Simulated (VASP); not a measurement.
Shape and ions are relaxed at each volume.

Energy against volume of TiAl (L1_0). These are AM05 GGA, VASP's PBE PAW potentials (set 64) (plane waves; VASP 6.6.1) values and carry that method's errors.

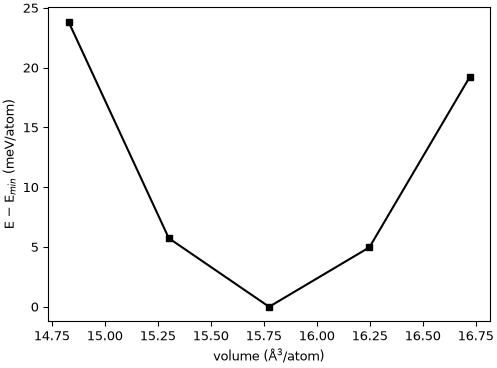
*Energy against volume*

**Question.** Estimate the equilibrium volume and the bulk modulus.

**Answer.** The minimum lies near 15.8 Å³/atom, and the curvature gives B0 of about 120 GPa.

The compound is TiAl in the L1_0 structure. It was relaxed first.
